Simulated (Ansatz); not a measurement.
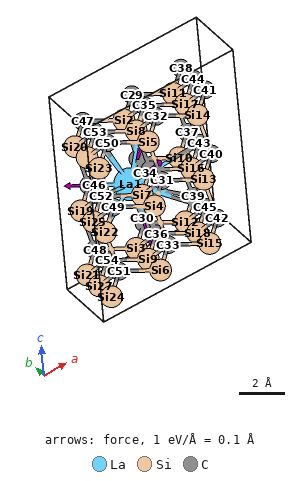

Starting geometry of a defect cell of composition LaSi$_{26}$C$_{27}$ (cell charge −1) with the computed forces as purple arrows. A ball-and-stick model of the cell of the calculation (origin shifted), seen slightly off an axis.

The calculation used Ansatz 0.2.0, DFT, PBE, plane-wave PAW, default files, scalar-relativistic. Set-up: plane-wave cutoff 420 eV; k-point mesh 3 × 3 × 3; occupations fermi dirac; smearing width 0.01 eV; no spin polarisation; atoms relaxed in a fixed cell; force threshold 0.03 eV/Å; at most 40 steps.

Q: What follows when this structure is relaxed?

A: It isn't relaxed: the largest force vector, on C atoms, is 11.48 eV/Å. The atoms end up moving mostly along the starting forces (cosine between the two patterns 0.99). Over 4 geometry steps the energy falls by 7.706 eV per cell of the calculation. Largest force component: 6.6 eV/Å at the start, 0.0086 eV/Å at the end. The largest moves, 0.36 Å, are those of C atoms. By element the largest moves are C 0.36 Å, Si 0.04 Å. La stays in place. The cell stays as it was. Near-neighbour distances that change, for instance: C–La 1.887 → 2.246 Å, C–Si 1.887 → 1.807 Å, C–Si 1.887 → 1.840 Å, La–Si 3.082 → 3.118 Å. Bond angles that change, for instance: La–C–Si 109.5° → 100.0°, C–Si–C 109.5° → 100.1°, Si–C–Si 109.5° → 117.0°. The run took 4.1 min on 1 thread of AMD EPYC 7R43 64-Core Processor (Zen 3) (shared host), peak memory 1.2 GiB.

Limits of the set-up: the cell is charged, on a uniform background, and energies carry no finite-size correction.
